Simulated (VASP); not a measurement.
## ZnPb: structure and properties in VASP

Aim: relax ZnPb, then compute properties on the relaxed cell. The steps: full relaxation (AM05), second relaxation, single point with fields (AM05), bands along the symmetry lines (AM05), total and projected DOS (AM05), independent-particle dielectric function (AM05), elastic tensor by finite strains (AM05) and bands along the symmetry lines (AM05 + SOC). The cell is invented: it takes the structure of a Materials Project entry for MgCd (space group 166 there), with all of its atoms replaced by other elements, volume scaled by an estimate. It may not be a known or stable phase.

Program: VASP 6.6.1. Level of theory: AM05; plane waves and PAW (Pb_d, Zn), in the first sound run; inputs show where later runs differ. Results are calculated unless marked as measured.

## 1. The structure

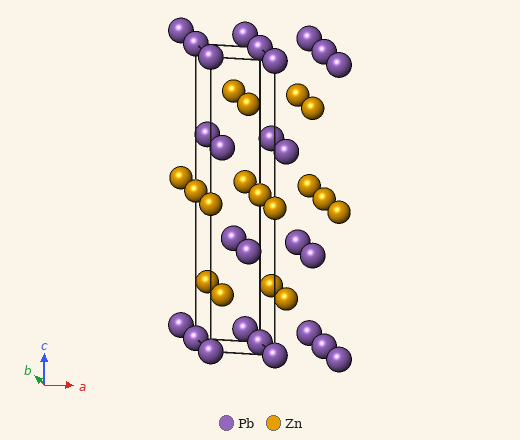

The cell as given, slightly off an axis (lead purple, zinc orange). 2×2×1 cells are drawn. This picture shows the conventional cell, with its axes. Some periodic images of atoms are drawn too.

Structure file:

```cif
data_structure
_symmetry_space_group_name_H-M 'R-3m:H'
_symmetry_Int_Tables_number 166
_cell_length_a 3.2069
_cell_length_b 3.2069
_cell_length_c 14.3704
_cell_angle_alpha 90.000
_cell_angle_beta 90.000
_cell_angle_gamma 120.000
_cell_volume 127.99
loop_
_atom_site_label
_atom_site_type_symbol
_atom_site_symmetry_multiplicity
_atom_site_Wyckoff_symbol
_atom_site_fract_x
_atom_site_fract_y
_atom_site_fract_z
_atom_site_occupancy
Pb1 Pb 3 a 0.00000 0.00000 0.00000 1
Zn1 Zn 3 b 0.33333 0.66667 0.16667 1
```

## 2. Full relaxation (AM05)

The start need not lie at this functional's minimum. ISIF = 3 frees volume, shape and positions, and EDIFFG sets the threshold on forces and stress at which the search stops. AM05 is built from the electron gas and the surface model, and does well on lattice constants.

The input, INCAR:

```
SYSTEM = ZnPb
PREC = Accurate
ENCUT = 400
EDIFF = 1E-06
NELM = 100
ISMEAR = 1
SIGMA = 0.2
LREAL = .FALSE.
ALGO = Normal
GGA = AM
LORBIT = 11
LWAVE = .FALSE.
LCHARG = .FALSE.
IBRION = 2
NSW = 60
ISIF = 3
EDIFFG = -0.01
```

The input, POSCAR:

```
ZnPb
1.0
    1.6034430000      0.9257480000      4.7901300000
   -1.6034430000      0.9257480000      4.7901300000
    0.0000000000     -1.8514960000      4.7901300000
Pb Zn
1 1
Direct
    0.0000000000      0.0000000000      0.0000000000
    0.5000000000      0.5000000000      0.5000000000
```

The input, KPOINTS:

```
Automatic mesh
0
Gamma
8 8 8
0 0 0
```

Potentials, in the order of the species: Pb_d and Zn (PBE family, release 64).

On the command line:

```sh
$ mpirun -np 1 vasp_std
```

What it wrote:

```text
[banner, memory and clock lines left out]
running    1 mpi-ranks, on    1 nodes
 distrk:  each k-point on    1 cores,    1 groups
 distr:  one band on    1 cores,    1 groups

 POSCAR found type information on POSCAR PbZn
 POSCAR found :  2 types and       2 ions
|                                                                             |
|               ----> ADVICE to this user running VASP <----                  |
|                                                                             |
|     You enforced a specific xc type in the INCAR file but a different       |
|     [... a line on the potential file left out ...]
|     I HOPE YOU KNOW WHAT YOU ARE DOING!                                     |
|                                                                             |

 LDA part: xc-table for (Slater+PW92), standard interpolation
 POSCAR, INCAR and KPOINTS ok, starting setup
 FFT: planning ... GRIDC
 FFT: planning ... GRID_SOFT
 FFT: planning ... GRID
 WAVECAR not read
 entering main loop
       N       E                     dE             d eps       ncg     rms          rms(c)
DAV:   1     0.171841695563E+03    0.17184E+03   -0.11695E+04  2218   0.176E+03
DAV:   2     0.385169727596E+01   -0.16799E+03   -0.16600E+03  2211   0.361E+02
DAV:   3    -0.450693030004E+01   -0.83586E+01   -0.83343E+01  2805   0.972E+01
DAV:   4    -0.464294259397E+01   -0.13601E+00   -0.13597E+00  2637   0.127E+01
DAV:   5    -0.464838921670E+01   -0.54466E-02   -0.54463E-02  2817   0.238E+00    0.215E+00
DAV:   6    -0.450070683443E+01    0.14768E+00   -0.79722E-01  2572   0.156E+01    0.182E+00
DAV:   7    -0.449034840807E+01    0.10358E-01   -0.62068E-02  2403   0.354E+00    0.833E-01
DAV:   8    -0.448621567479E+01    0.41327E-02   -0.81685E-03  3037   0.123E+00    0.150E-01
DAV:   9    -0.448602730119E+01    0.18837E-03   -0.73865E-04  3122   0.412E-01    0.290E-02
DAV:  10    -0.448601464506E+01    0.12656E-04   -0.15846E-04  2636   0.164E-01    0.107E-02
DAV:  11    -0.448601564751E+01   -0.10025E-05   -0.16238E-05  3271   0.543E-02    0.246E-03
DAV:  12    -0.448601550691E+01    0.14060E-06   -0.20566E-06  1713   0.256E-02
   1 F= -.44860155E+01 E0= -.44865169E+01  d E =-.448602E+01
 curvature:   0.00 expect dE= 0.000E+00 dE for cont linesearch  0.000E+00
 trial: gam= 0.00000 g(F)=  0.296E-58 g(S)=  0.244E+00 ort = 0.000E+00 (trialstep = 0.100E+01)
 search vector abs. value=  0.244E+00
 bond charge predicted
       N       E                     dE             d eps       ncg     rms          rms(c)
DAV:   1    -0.873417740554E+01   -0.42482E+01   -0.10993E+02  2317   0.217E+02    0.129E+01
DAV:   2    -0.526532458949E+01    0.34689E+01   -0.10406E+01  2354   0.593E+01    0.503E+00
DAV:   3    -0.467525209491E+01    0.59007E+00   -0.11863E+00  2677   0.176E+01    0.205E+00
DAV:   4    -0.459646060407E+01    0.78791E-01   -0.12269E-01  3381   0.476E+00    0.667E-01
DAV:   5    -0.458771631236E+01    0.87443E-02   -0.16057E-02  3114   0.204E+00    0.789E-02
DAV:   6    -0.458784446947E+01   -0.12816E-03   -0.33332E-03  2476   0.687E-01    0.524E-02
DAV:   7    -0.458784547674E+01   -0.10073E-05   -0.23264E-04  2933   0.222E-01    0.162E-02
DAV:   8    -0.458784873375E+01   -0.32570E-05   -0.47451E-05  2925   0.970E-02    0.774E-03
DAV:   9    -0.458784726011E+01    0.14736E-05   -0.10815E-05  2293   0.559E-02    0.105E-03
DAV:  10    -0.458784719628E+01    0.63829E-07   -0.48456E-07  1231   0.922E-03
   2 F= -.45878472E+01 E0= -.45884853E+01  d E =-.101832E+00
[... from here on, the cycles between the ionic steps are left out ...]
   3 F= -.45882180E+01 E0= -.45888113E+01  d E =-.102203E+00
   4 F= -.46021867E+01 E0= -.46032296E+01  d E =-.139687E-01
   5 F= -.46130051E+01 E0= -.46126485E+01  d E =-.247870E-01
   6 F= -.46110227E+01 E0= -.46113780E+01  d E =-.228047E-01
   7 F= -.46177732E+01 E0= -.46181577E+01  d E =-.295552E-01
   8 F= -.46181562E+01 E0= -.46187747E+01  d E =-.299382E-01
   9 F= -.46225730E+01 E0= -.46229641E+01  d E =-.441683E-02
  10 F= -.46228317E+01 E0= -.46233745E+01  d E =-.467551E-02
  11 F= -.46228288E+01 E0= -.46234072E+01  d E =-.467259E-02
  12 F= -.46228357E+01 E0= -.46233987E+01  d E =-.467954E-02
 curvature:  -0.55 expect dE=-0.127E-02 dE for cont linesearch -0.221E-06
 trial: gam=-0.15869 g(F)=  0.174E-58 g(S)=  0.231E-02 ort = 0.103E-03 (trialstep = 0.101E+01)
 search vector abs. value=  0.294E-02
 bond charge predicted
       N       E                     dE             d eps       ncg     rms          rms(c)
DAV:   1    -0.465850936928E+01   -0.35673E-01   -0.87919E-01  2420   0.154E+01    0.115E+00
DAV:   2    -0.463042477558E+01    0.28085E-01   -0.92143E-02  2362   0.581E+00    0.479E-01
DAV:   3    -0.462497127362E+01    0.54535E-02   -0.96318E-03  3065   0.165E+00    0.192E-01
DAV:   4    -0.462418399896E+01    0.78727E-03   -0.12226E-03  3364   0.505E-01    0.649E-02
DAV:   5    -0.462409060513E+01    0.93394E-04   -0.29585E-04  3208   0.264E-01    0.109E-02
DAV:   6    -0.462409296191E+01   -0.23568E-05   -0.50196E-05  2396   0.104E-01    0.724E-03
DAV:   7    -0.462409272811E+01    0.23380E-06   -0.53481E-06  2324   0.402E-02
  13 F= -.46240927E+01 E0= -.46248096E+01  d E =-.125698E-02
 trial-energy change:   -0.001257  1 .order   -0.001171   -0.002312   -0.000029
 step:   1.0178(harm=  1.0202)  dis= 0.00000  next Energy=    -4.624093 (dE=-0.126E-02)
 reached required accuracy - stopping structural energy minimisation
```

It took 16 min on 1 MPI rank of AMD EPYC 7R43, shared host; peak memory 0.17 GiB.

The logs omit lines about the potential files and the build; timing stands in the text.

Parts of OUTCAR (step 2):

```text
ion  position               nearest neighbor table
   1  0.000  0.000  0.000-   2 3.03   2 3.03   2 3.03   2 3.03   2 3.03   2 3.03
   2  0.500  0.500  0.500-   1 3.03   1 3.03   1 3.03   1 3.03   1 3.03   1 3.03

  LATTYP: Found a trigonal (rhomboedric) cell.
 ALAT       =     5.1355023348
 COS(alpha) =     0.8050284763

 Subroutine GETGRP returns: Found 12 space group operations
 (whereof 12 operations were pure point group operations)

The static configuration has the point symmetry D_3d.

 Found     65 irreducible k-points:

   k-points           NKPTS =     65   k-points in BZ     NKDIM =     65   number of bands    NBANDS=     17

   dimension x,y,z NGX =    36 NGY =   36 NGZ =   36
   dimension x,y,z NGXF=    72 NGYF=   72 NGZF=   72

   ENCUT  =  400.0 eV  29.40 Ry    5.42 a.u.   8.37  8.37  8.37*2*pi/ulx,y,z

   NELECT =      26.0000    total number of electrons

 k-points in reciprocal lattice and weights: Automatic mesh
   0.00000000  0.00000000  0.00000000       0.002
   0.12500000  0.00000000  0.00000000       0.012
   0.25000000  0.00000000  0.00000000       0.012
   0.37500000  0.00000000  0.00000000       0.012
   0.50000000  0.00000000  0.00000000       0.006
   0.12500000  0.12500000  0.00000000       0.012
   0.25000000  0.12500000  0.00000000       0.023
   0.37500000  0.12500000 -0.00000000       0.023
   0.50000000  0.12500000  0.00000000       0.023
[...]
-0.37500000  0.50000000  0.37500000       0.012
   0.50000000  0.50000000  0.50000000       0.002

 average (electrostatic) potential at core
       1 -91.5036       2 -33.7459

 E-fermi :   5.6066

 k-point     1 :       0.0000    0.0000    0.0000
  band No.  band energies     occupation
    ...
      9      -1.6752      2.00000
     10      -1.6120      2.00000
     11      -1.6120      2.00000
     12       3.2089      2.00000
     13       3.9804      2.00000
     14      11.3997      0.00000
     15      11.3997      0.00000
     16      14.8451      0.00000
     17      15.0345      0.00000

 k-point     2 :       0.1250    0.0000    0.0000
  band No.  band energies     occupation
    ...
      9      -1.6538      2.00000
     10      -1.6487      2.00000
     11      -1.6226      2.00000
     12       3.1151      2.00000
     13       4.5767      2.00000
     14       9.2108     -0.00000
     15      10.9326      0.00000
     16      13.2156      0.00000
     17      13.9615      0.00000

 k-point     3 :       0.2500    0.0000    0.0000
  band No.  band energies     occupation
    ...
      9      -1.6571      2.00000
     10      -1.6555      2.00000
     11      -1.5943      2.00000
     12       3.0760      2.00000
     13       5.4781      1.87628
     14       6.6438     -0.00000
     15      10.0729      0.00000
     16      10.4915      0.00000
     17      12.6708      0.00000

  Total        0.0063489      0.0063489      0.0031982      0.0000000      0.0000000      0.0000000
  in kB        0.2189039      0.2189038      0.1102713      0.0000000      0.0000000      0.0000000
  external PRESSURE =       0.1826930 kB  Pullay stress =       0.0000000 kB

  energy-cutoff  :      400.00
  volume of cell :       46.47
      direct lattice vectors                 reciprocal lattice vectors
     1.738082791  1.003482255  4.440388291     0.287673293  0.166088305  0.075068510
    -1.738082791  1.003482255  4.440388291    -0.287673293  0.166088305  0.075068510
     0.000000000 -2.006964510  4.440388291     0.000000000 -0.332176610  0.075068510

 POSITION                                       TOTAL-FORCE (eV/Angst)
 -----------------------------------------------------------------------------------
      0.00000      0.00000      0.00000        -0.000000      0.000000      0.000000
      0.00000     -0.00000      6.66058         0.000000     -0.000000     -0.000000
 -----------------------------------------------------------------------------------
    total drift:                                0.000000     -0.000000      0.000000

  FREE ENERGIE OF THE ION-ELECTRON SYSTEM (eV)
  ---------------------------------------------------
  free  energy   TOTEN  =        -4.6240927281 eV

  energy  without entropy=       -4.6262433286  energy(sigma->0) =       -4.62480959

 reached required accuracy - stopping structural energy minimisation

 total charge
# of ion       s       p       d       tot
------------------------------------------
    1        1.362   0.831   9.816  12.009
    2        0.652   0.285   9.728  10.665
--------------------------------------------------
tot          2.014   1.115  19.544  22.673

[... 3 further parts left out ...]
```

CONTCAR:

```
ZnPb
   1.00000000000000
     1.7380827909458509    1.0034822551721005    4.4403882905520415
    -1.7380827909458509    1.0034822551721005    4.4403882905520415
     0.0000000000000000   -2.0069645103442015    4.4403882905520415
  Pb              Zn
     1     1
Direct
     0.0000000000000000    0.0000000000000000    0.0000000000000000
     0.5000000000000000    0.5000000000000000    0.5000000000000000
```

The k-mesh is coarse for a metal. The PAW data sets were made with PBE, which is usual practice but a small mismatch for other functionals. After so large a change of volume the plane waves of the start cell no longer fit, so the final stress carries a basis-set error. The run keeps the 12 symmetry operations of its start, so it cannot find a distortion of lower symmetry.

The steps of the relaxation:

```
step  energy less that of the first step (eV)  largest force (eV/Å)  pressure (GPa)  volume (Å³)
   1                                   0.0000                0.0000            5.92        42.66
   2                                  -0.1018                0.0000           -1.15        47.68
   3                                  -0.1022                0.0000           -0.80        47.33
   4                                  -0.1162                0.0000           -0.34        46.86
   5                                  -0.1270                0.0000            0.35        46.19
   6                                  -0.1250                0.0000            2.26        44.77
   7                                  -0.1318                0.0000            0.95        45.70
   8                                  -0.1321                0.0000            1.39        45.35
   9                                  -0.1366                0.0000            0.46        46.23
  10                                  -0.1368                0.0000            0.45        46.09
  11                                  -0.1368                0.0000            0.62        46.04
  12                                  -0.1368                0.0000            0.56        46.06
  13                                  -0.1381                0.0000            0.02        46.47
```

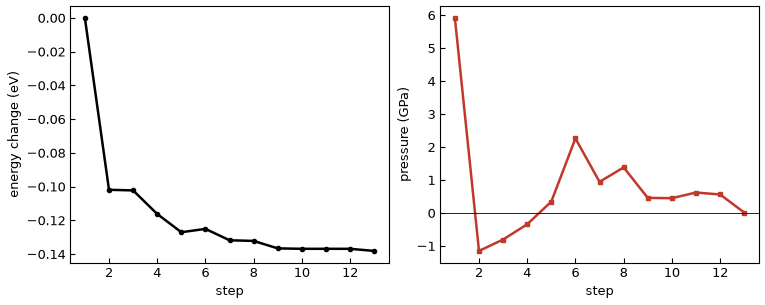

Energy and pressure along the relaxation.

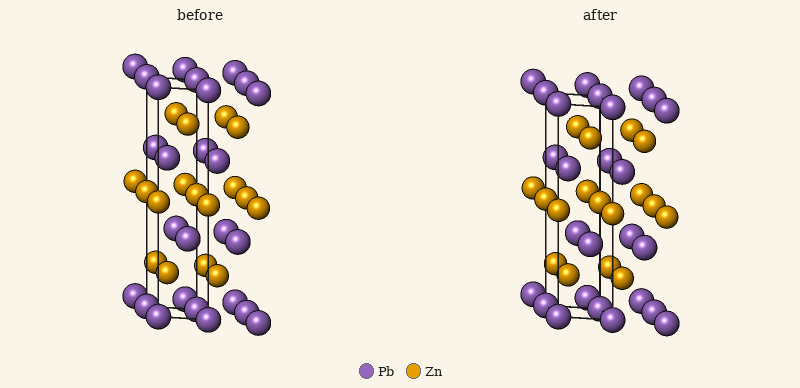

The structure before and after the relaxation, drawn at the same scale.

```
conventional cell, symmetrised  before   after  change
                         a (Å)   3.207   3.476  +8.4 %
                         b (Å)   3.207   3.476  +8.4 %
                         c (Å)  14.370  13.321  -7.3 %
              volume (Å³/atom)   21.33   23.23  +8.9 %
```

Final coordinates:

```
Pb Zn
1.0
     1.73808    1.00348    4.44039
    -1.73808    1.00348    4.44039
     0.00000   -2.00696    4.44039
Pb Zn
1 1
Direct
  0.00000 0.00000 0.00000
  0.50000 0.50000 0.50000
```

This step gave:

| Property | Result |
| --- | --- |
| electrons | 26 |
| bands | 17 |
| irreducible k-points | 65 |
| symmetry operations | 12 |
| free energy (TOTEN) | -4.624 eV |
| energy at zero smearing | -4.625 eV |
| Fermi energy | 5.607 eV |
| pressure | 0.01827 GPa |
| metallic | yes |
| SCF cycles over all ionic steps | 101 |

It ends with forces that vanish by symmetry and a pressure of 0.02 GPa.

[end of part 1 of 4]

[Lines on the potential files, build, host, timing and source positions are cut from VASP's logs without a mark.]

[Logs are printed without paths, hosts, clocks, repeated set-up lines and the standing remarks that a program may print on its own settings, such as how far it seeks lower states.]

[Hosts, paths, dates, database ids (printed as entryN), source tags and the programs' standing remarks are cut or masked in the printed files.]

[A measured line is paired with the nearest computed mode of its activity, which favours agreement.]

[In band tables of VASP the shares of atoms and orbitals are scaled to a sum of 1 inside the atoms' spheres.]
